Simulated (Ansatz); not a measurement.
## Electronic structure of CH$_{2}$AlF$_{2}$ (charge −1) in real space

```xyz
6

F     0.4180    1.6006   -1.2425
C    -0.1946    0.9285   -0.1720
Al    0.2139   -0.6991    0.6146
F     1.4851   -1.7833    0.1830
H    -1.0495    1.5423    0.2023
H    -0.6637   -1.2675    1.8625
```

The highest occupied orbital lies above zero, a sign that basis and functional describe the outermost electron poorly.

Theory: RKS PBE/def2-SVP in Ansatz.

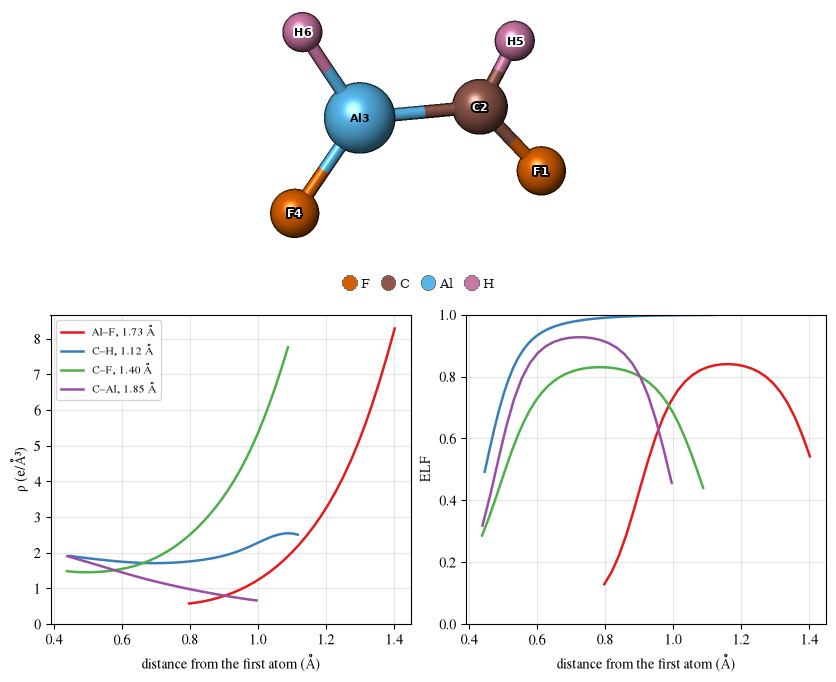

Figure 1. Total electron density and ELF along straight lines between neighbouring atoms. The curves leave out the atomic cores. The structure is drawn too.

Question: Compare the contacts.

Answer: Al–F (1.73 Å): ρ at the midpoint is about 0.69 e/Å³; the ELF peaks at about 0.85 in the valence shell of F, 0.6 Å from its nucleus, and is about 0.30 at the midpoint.
C–H (1.12 Å): ρ at the midpoint is about 1.8 e/Å³; the ELF climbs to about 1 towards the hydrogen, as it does in any bond to H: a covalent bond by its length.
C–F (1.40 Å): ρ at the midpoint is about 1.9 e/Å³, with its minimum of 1.5 e/Å³ about 0.5 Å from C; the ELF peaks at about 0.85 between the atoms: a shared but strongly polarised pair.
C–Al (1.85 Å): ρ is about 0.76 e/Å³ halfway; the ELF peaks at about 0.95 between the atoms, as expected for a shared but strongly polarised pair.

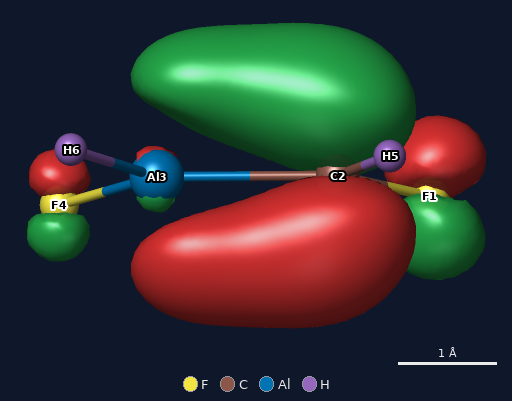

Figure 2. The HOMO at ±0.15 Å⁻³ᐟ² (green and red are the two phases), seen from one side.

Question: Describe this orbital and give its energy.

Answer: By Hirshfeld shares it lies mainly on C2 (about 45 %), Al3 (about 30 %) and F1 (about 15 %); it changes sign across the molecular plane (π type); π-bonding across C2–Al3. Its energy is 1.78 eV.
